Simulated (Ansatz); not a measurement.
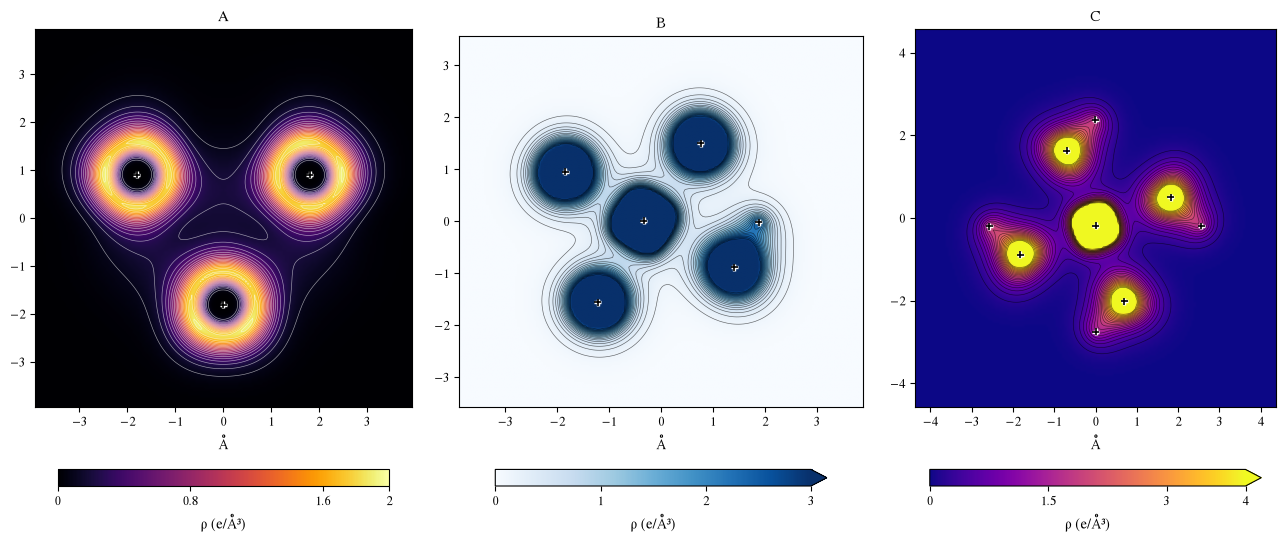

The total electron density of 3 systems, each on a plane through atoms (crosses mark nuclei in the plane).

Method: RKS PBE0-D4/def2-TZVP in Ansatz.

System 1: La₃ (charge +1), the molecular plane. Geometry: PBE-D4/def2-TZVP; core potentials replace the inner electrons of La.

```xyz
3

La    1.6243    1.0987   -0.4709
La   -0.1305   -1.4086    1.4363
La   -1.4938    0.3100   -0.9653
```

System 2: H₁₂N₄Ni (charge +2), the plane of atoms N2, Ni1 and N6. Geometry: PBE0-D4/def2-SVP.

```xyz
17

Ni    0.0003    0.0002   -0.0001
N     1.9509   -0.0104   -0.0351
H     2.3672    0.3174    0.8457
H     2.3428    0.5962   -0.7655
H     2.3932   -0.9200   -0.2053
N     0.0116    1.9509    0.0260
H    -0.3271    2.3631   -0.8526
H     0.9232    2.3938    0.1829
H    -0.5860    2.3462    0.7622
N    -1.9507    0.0103   -0.0047
H    -2.3536   -0.5904   -0.7340
H    -2.3958    0.9211   -0.1603
H    -2.3532   -0.3250    0.8796
N    -0.0117   -1.9508    0.0138
H     0.3113   -2.3574   -0.8733
H    -0.9207   -2.3942    0.1839
H     0.5985   -2.3511    0.7368
```

System 3: CoF₃H₆O₃, the plane of atoms F3, Co1 and F4. Geometry: r2SCAN-D4/def2-SVP; not at a stationary point (largest force 0.5 eV/Å).

```xyz
13

Co    0.1573    0.0910    0.0412
F     0.2287    0.5197    1.7903
F    -0.1437   -0.4164   -1.7137
F     1.9332    0.0566   -0.1053
O    -1.8058    0.1073    0.0357
H    -2.1454   -0.6067    0.5974
H    -1.8291   -0.2146   -0.8942
O     0.3036    1.9989   -0.1281
H     1.2578    1.9944   -0.3522
H     0.3078    2.0370    0.8657
O     0.2681   -1.8348    0.2144
H     1.2238   -1.8539    0.4267
H     0.2437   -1.8785   -0.7778
```

### Which map belongs to which system?

Panel A is system 1, La₃: the plane holds La. La–La (3.25 Å): ρ at the midpoint is about 0.2 e/Å³. Panel B is system 3, CoF₃H₆O₃: the plane holds Co, F, O and H. Co–F (1.78 Å): ρ at the midpoint is about 0.81 e/Å³. Panel C is system 2, H₁₂N₄Ni: the plane holds Ni, N and H. Ni–N (1.95 Å): ρ is about 0.68 e/Å³ halfway.
